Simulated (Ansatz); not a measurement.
# Si₂NH₇: geometry relaxation (part 2 of 2)

The same run, continued: Si₂NH₇; RHF/def2-SVP (Ansatz 0.2.0). The input holds or restrains some coordinates. Forces given for the steps count only the free coordinates. It belongs to a series of runs on one base structure; here: pulled along the bonds that form and break, towards end B.

Geometry of the input (Å):
```
Si 0.0000  0.0000  0.0000
Si 1.3097  0.0000  2.0349
H  -0.0051  -0.4067  2.5222
H  2.3193  -0.9353  2.5222
H  1.6149  1.3420  2.5222
H  1.6588  0.0000  0.0648
N  -0.8572  1.4851  -0.6061
H  -1.8773  1.4300  -0.8888
H  -0.3367  2.4058  -0.6766
H  -0.6877  -1.1914  -0.4862
```

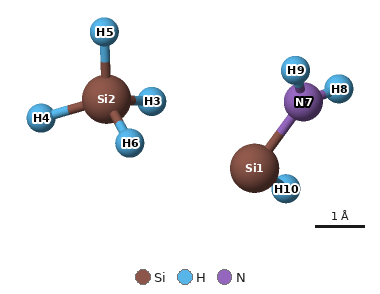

Fig. 1: The geometry at step 11 of the log (ball-and-stick view, seen at a tilt; atoms are numbered from 1 in the order of the input).

**Trajectory as extended XYZ, continued**
```
10
Properties=species:S:1:pos:R:3:forces:R:3 step=3 energy=-17304.48549
Si   -0.3274    0.0237   -0.2038    2.2154   2.4407   5.3011
Si    1.4254   -0.0010    2.0664   -1.6778  -0.0004  -4.2219
H     0.0191   -0.4079    2.5534    1.3574  -0.0741   0.2657
H     2.3429   -0.9521    2.5169    1.4827  -1.2627   1.2461
H     1.6231    1.3539    2.5194    0.2474   0.7809   0.1557
H     1.8502   -0.0030    0.2699    1.6535  -0.0878   3.3565
N    -0.8776    1.5123   -0.6321   -2.2841   0.7305  -2.6442
H    -1.8591    1.4465   -0.8884    0.4782   1.5685  -0.7126
H    -0.3540    2.3879   -0.6780   -0.9822  -0.8432   0.2997
H    -0.7038   -1.2308   -0.5152   -2.4906  -3.2525  -3.0460
10
Properties=species:S:1:pos:R:3:forces:R:3 step=4 energy=-17304.98866
Si   -0.4820    0.0529   -0.2682    5.8892  -1.1066   4.2257
Si    1.5430   -0.0032    2.0308   -2.9331   0.6033  -3.2032
H     0.0377   -0.4075    2.5394    2.0551   0.1558  -0.4829
H     2.3628   -0.9692    2.5445    1.9808  -1.7579   1.8173
H     1.6255    1.3630    2.5236    0.4307   0.5569   0.2846
H     1.9380   -0.0059    0.4464    0.5945  -0.0089   2.9164
N    -0.9064    1.5247   -0.6705   -3.1785   2.1914  -2.5752
H    -1.8675    1.4685   -0.9048   -0.9389   2.1771  -1.1037
H    -0.3662    2.3817   -0.6722   -0.7870  -0.6107   0.3173
H    -0.7462   -1.2757   -0.5603   -3.1128  -2.2004  -2.1964
10
Properties=species:S:1:pos:R:3:forces:R:3 step=5 energy=-17306.39579
Si   -0.4981    0.0512   -0.4182    6.5470  -2.2208   2.1017
Si    1.6092    0.0061    2.0795   -1.4801  -0.7092  -0.8229
H     0.1475   -0.3964    2.5169    1.2923   0.1112  -0.5636
H     2.4508   -1.0405    2.6296    0.6604  -0.1400   1.0425
H     1.6531    1.3861    2.5443    0.5229   0.4873   0.4897
H     1.9731   -0.0075    0.6379    0.3722   0.0305   0.9011
N    -0.9672    1.5501   -0.7303   -3.2973   0.8277  -1.4077
H    -1.9272    1.5345   -0.9441   -1.2297   2.1567  -0.7796
H    -0.4171    2.3857   -0.6751   -0.3885  -0.1831   0.1376
H    -0.8854   -1.3398   -0.6318   -2.9993  -0.3603  -1.0989
10
Properties=species:S:1:pos:R:3:forces:R:3 step=6 energy=-17308.02239
Si   -0.3832    0.0276   -0.5527    4.0098  -1.2955   0.0232
Si    1.6455   -0.0093    2.1511   -0.5130  -0.2173  -0.3967
H     0.2178   -0.3967    2.5013    0.5168  -0.0515  -0.4190
H     2.5091   -1.0554    2.7060    0.3520   0.1081   0.8679
H     1.6970    1.3990    2.5818    0.4602   0.1089   0.5196
H     2.0142   -0.0039    0.7330    0.1824  -0.0357   0.3129
N    -1.0243    1.5440   -0.7600   -2.0512  -0.9773  -0.3270
H    -1.9904    1.5753   -0.9692   -0.7860   1.4577  -0.2305
H    -0.4770    2.3790   -0.6892   -0.2796  -0.0309  -0.0558
H    -1.0700   -1.3302   -0.6935   -1.8914   0.9334  -0.2945
10
Properties=species:S:1:pos:R:3:forces:R:3 step=7 energy=-17308.93654
Si   -0.2396    0.0044   -0.6824    0.1470  -0.3909  -0.7848
Si    1.6688   -0.0228    2.1989    0.1195   0.3664  -0.3706
H     0.2642   -0.4071    2.4761   -0.0752  -0.1831  -0.2620
H     2.5435   -1.0415    2.7831    0.2762   0.0765   0.7152
H     1.7372    1.4009    2.6302    0.3587  -0.2123   0.4095
H     2.0450   -0.0052    0.7761    0.0394  -0.0745   0.2857
N    -1.0676    1.5230   -0.7662   -0.1540  -2.0534   0.0256
H    -2.0433    1.5872   -0.9617   -0.2549   0.7421   0.1201
H    -0.5274    2.3666   -0.7176   -0.3573   0.0378  -0.1451
H    -1.2420   -1.2760   -0.7279   -0.0993   1.6915   0.0065
10
Properties=species:S:1:pos:R:3:forces:R:3 step=8 energy=-17309.26802
Si   -0.1755   -0.0018   -0.7006   -1.3048  -0.2462  -1.0571
Si    1.6800   -0.0287    2.2030    0.3684   0.4256  -0.3018
H     0.2829   -0.4491    2.4485   -0.1177  -0.1182  -0.2479
H     2.5649   -0.9892    2.8603    0.2614  -0.0721   0.5189
H     1.7697    1.3758    2.6950    0.1762  -0.2010   0.1752
H     2.0666   -0.0155    0.7653    0.0273  -0.0464   0.6624
N    -1.0680    1.4844   -0.8051    0.2229  -1.6045   0.1345
H    -2.0671    1.5249   -0.9035    0.1943   0.5183   0.0741
H    -0.5615    2.3501   -0.7857   -0.4270   0.0876  -0.0806
H    -1.3534   -1.1214   -0.7687    0.5990   1.2570   0.1222
10
Properties=species:S:1:pos:R:3:forces:R:3 step=9 energy=-17309.42638
Si   -0.0878   -0.0066   -0.8551   -2.2563  -0.3316  -0.5380
Si    1.6700   -0.0177    2.1560   -0.1009   0.1723   1.3953
H     0.2453   -0.4490    2.3228    0.2443   0.0549  -0.2285
H     2.5194   -0.9283    2.9569    0.0240  -0.0367   0.0487
H     1.7953    1.3653    2.7081   -0.0243  -0.1716  -0.1269
H     2.0906   -0.0443    0.7802    0.3155  -0.0201  -0.4566
N    -1.0507    1.4225   -0.6922    1.0472  -0.0318  -0.5444
H    -2.0582    1.4244   -0.7422    0.4232   0.3644   0.1575
H    -0.5813    2.3108   -0.8660   -0.8634  -0.4426   0.2874
H    -1.4039   -0.9473   -0.7599    1.1907   0.4428   0.0056
10
Properties=species:S:1:pos:R:3:forces:R:3 step=10 energy=-17309.48830
Si   -0.1070   -0.0134   -0.7981   -1.3493  -0.1752  -0.9890
Si    1.6650   -0.0234    2.1574    0.1026   0.1645   0.7803
H     0.2514   -0.4713    2.2995    0.0799   0.0062  -0.1472
H     2.5174   -0.9223    2.9630    0.0605  -0.0602   0.0683
H     1.7617    1.3592    2.7012   -0.0045  -0.0852  -0.0628
H     2.0704   -0.0412    0.7553    0.3111  -0.0214   0.0777
N    -1.0297    1.4376   -0.7293    0.1041  -0.8791  -0.0766
H    -2.0353    1.4430   -0.6662    0.3547   0.3992  -0.0476
H    -0.5903    2.3136   -0.9192   -0.2525   0.3398   0.1703
H    -1.3650   -0.9522   -0.7550    0.5933   0.3113   0.2267
10
Properties=species:S:1:pos:R:3:forces:R:3 step=11 energy=-17309.53162
Si   -0.1089   -0.0546   -0.8354   -0.8738  -0.0258  -0.8631
Si    1.6358   -0.0048    2.1273    0.2477   0.0662   0.5970
H     0.2250   -0.4542    2.2285   -0.0117  -0.0069  -0.0481
H     2.4824   -0.8980    2.9529   -0.0064  -0.0112   0.0226
H     1.7328    1.3813    2.6515   -0.0312  -0.0271  -0.0219
H     2.0500   -0.0388    0.7228    0.3311  -0.0022   0.1708
N    -1.0023    1.4108   -0.7617    0.3226   0.0862   0.2278
H    -2.0042    1.4502   -0.6632    0.3357   0.2814   0.0654
H    -0.5352    2.3128   -0.7367   -0.5496  -0.5231  -0.1546
H    -1.3366   -0.9751   -0.6773    0.2356   0.1624   0.0042
10
Properties=species:S:1:pos:R:3:forces:R:3 step=12 energy=-17309.57636
Si   -0.0853   -0.0784   -0.9094   -0.9436   0.2425  -0.7435
Si    1.5933    0.0121    2.0975    0.1848   0.0511   0.6914
H     0.1813   -0.4378    2.1679    0.0140  -0.0142  -0.0288
H     2.4278   -0.8793    2.9425   -0.0415   0.0188  -0.0313
H     1.6850    1.3996    2.6153   -0.0313  -0.0204  -0.0219
H     2.0385   -0.0288    0.7047    0.2867  -0.0092   0.0410
N    -0.9600    1.3890   -0.6569    0.8300   0.4891  -0.3074
H    -1.9488    1.4478   -0.4775    0.3040   0.2083   0.0370
H    -0.4977    2.2971   -0.8036   -0.8026  -1.0290   0.2658
H    -1.2955   -0.9918   -0.6718    0.1996   0.0630   0.0978
10
Properties=species:S:1:pos:R:3:forces:R:3 step=13 energy=-17309.62728
Si   -0.0731   -0.1034   -0.9749   -0.6509   0.2566  -0.7706
Si    1.5450    0.0317    2.0609    0.1843   0.0093   0.6613
H     0.1351   -0.4220    2.1072    0.0045  -0.0158  -0.0063
H     2.3686   -0.8532    2.9242   -0.0494   0.0323  -0.0406
H     1.6300    1.4226    2.5647   -0.0346   0.0074  -0.0154
H     2.0193   -0.0243    0.6765    0.2360  -0.0079   0.0092
N    -0.9067    1.3668   -0.6425   -0.0981   0.5548   0.1669
H    -1.8646    1.4404   -0.3008    0.8310   0.0255  -0.2668
H    -0.4659    2.2802   -0.7732   -0.4933  -0.8517   0.1368
H    -1.2491   -1.0094   -0.6334    0.0705  -0.0104   0.1255
10
Properties=species:S:1:pos:R:3:forces:R:3 step=14 energy=-17309.68634
Si   -0.0789   -0.1208   -1.0667   -0.4580   0.1149  -0.5312
Si    1.4754    0.0578    1.9973    0.0473   0.0200   0.6737
H     0.0780   -0.4284    2.0346    0.0291  -0.0342   0.0214
H     2.3036   -0.7909    2.8914   -0.0186   0.0608  -0.0359
H     1.5137    1.4658    2.4614    0.0096  -0.0309  -0.0334
H     1.9802   -0.0287    0.6242    0.1949  -0.0194  -0.0667
N    -0.8169    1.3393   -0.5429   -0.1640   0.3780   0.0403
H    -1.7451    1.4215   -0.1416    0.6328  -0.0026  -0.1206
H    -0.3777    2.2415   -0.6862   -0.3263  -0.4739   0.0487
H    -1.1937   -1.0276   -0.5630    0.0532  -0.0127   0.0037
10
Properties=species:S:1:pos:R:3:forces:R:3 step=15 energy=-17309.72495
Si   -0.0741   -0.0922   -1.1233   -0.4292  -0.0978  -0.5331
Si    1.4148    0.0483    1.9721    0.2364   0.0474   0.7184
H     0.0371   -0.4867    2.0347    0.0381   0.0336   0.0119
H     2.2835   -0.7403    2.8824   -0.0537   0.0149  -0.0105
H     1.4492    1.4706    2.3941   -0.0836  -0.0520  -0.0542
H     1.9493   -0.0667    0.6110    0.0692  -0.0529  -0.1501
N    -0.7786    1.3534   -0.5353   -0.5659   0.0902   0.4024
H    -1.6327    1.4111    0.0171    0.7183   0.0370  -0.4010
H    -0.3949    2.2577   -0.7465   -0.1127  -0.1020   0.0510
H    -1.1148   -1.0255   -0.4975    0.1832   0.0816  -0.0348
10
Properties=species:S:1:pos:R:3:forces:R:3 step=16 energy=-17309.75370
Si   -0.0781   -0.0583   -1.1827   -0.5217  -0.0908  -0.2568
Si    1.3820    0.0357    1.9302   -0.0845   0.1376   0.7959
H     0.0096   -0.5042    2.0271    0.0416  -0.0567  -0.0162
H     2.2393   -0.6990    2.8984    0.0017   0.1176  -0.0773
H     1.3257    1.4841    2.2711    0.1441  -0.1597  -0.0737
H     1.9189   -0.1532    0.5757    0.0773  -0.0452  -0.1433
N    -0.7376    1.3699   -0.4922   -0.3667  -0.0804   0.2667
H    -1.5059    1.4162    0.1673    0.4489  -0.0180  -0.3403
H    -0.4202    2.2837   -0.7602   -0.0178  -0.0752   0.0376
H    -0.9949   -1.0453   -0.4261    0.2771   0.2707  -0.1927
10
Properties=species:S:1:pos:R:3:forces:R:3 step=17 energy=-17309.79318
Si   -0.0608    0.0119   -1.2351   -0.1829  -0.0045  -0.3768
Si    1.3284    0.0220    1.9093    0.0535   0.0634   0.6523
H    -0.0376   -0.5161    2.0793    0.0312   0.0199   0.0364
H     2.2170   -0.5901    2.9272   -0.0034   0.0298   0.0014
H     1.3202    1.4932    2.0714    0.0341  -0.0275   0.0086
H     1.8533   -0.3246    0.5823    0.0381  -0.0743  -0.2420
N    -0.7323    1.3757   -0.4458   -0.0006   0.0256   0.0018
H    -1.4556    1.3729    0.2491    0.0655  -0.0194   0.0014
H    -0.4388    2.3071   -0.6733   -0.0468  -0.0079  -0.0074
H    -0.8551   -1.0226   -0.4558    0.0112  -0.0051  -0.0757
10
Properties=species:S:1:pos:R:3:forces:R:3 step=18 energy=-17309.79769 accepted=F
Si   -0.0241    0.0824   -1.2888   -0.2039   0.1877  -0.3817
Si    1.2918    0.0219    1.8898    0.2460   0.1369   0.6356
H    -0.0847   -0.4529    2.1685    0.0741   0.0668  -0.0898
H     2.1804   -0.5040    2.9601   -0.0200  -0.0001  -0.0727
H     1.3574    1.5086    1.9162   -0.0088  -0.2203  -0.0350
H     1.7919   -0.4961    0.5928   -0.1171   0.0440  -0.0096
N    -0.7114    1.3708   -0.3827    0.0588   0.1086  -0.2565
H    -1.3784    1.3014    0.3616   -0.0527  -0.0252  -0.0212
H    -0.5159    2.3305   -0.6193    0.0220  -0.2426   0.1497
H    -0.7683   -1.0330   -0.5897    0.0017  -0.0557   0.0812
10
Properties=species:S:1:pos:R:3:forces:R:3 step=19 energy=-17309.80241
Si   -0.0418    0.0347   -1.2580   -0.1623   0.0618  -0.4839
Si    1.3128    0.0313    1.9018    0.1155   0.1042   0.7450
H    -0.0674   -0.4536    2.1169    0.0318   0.0204  -0.0191
H     2.1934   -0.5688    2.9329    0.0022  -0.0122   0.0022
H     1.3675    1.5051    2.0277   -0.0037  -0.0222  -0.0295
H     1.8202   -0.3752    0.5859    0.0004  -0.0871  -0.2662
N    -0.7350    1.3645   -0.4288    0.0563  -0.0193   0.0245
H    -1.4164    1.3262    0.3048   -0.0417  -0.0122  -0.0195
H    -0.4665    2.3080   -0.6365   -0.0084  -0.0224   0.0085
H    -0.8282   -1.0428   -0.5380    0.0100  -0.0111   0.0382
```
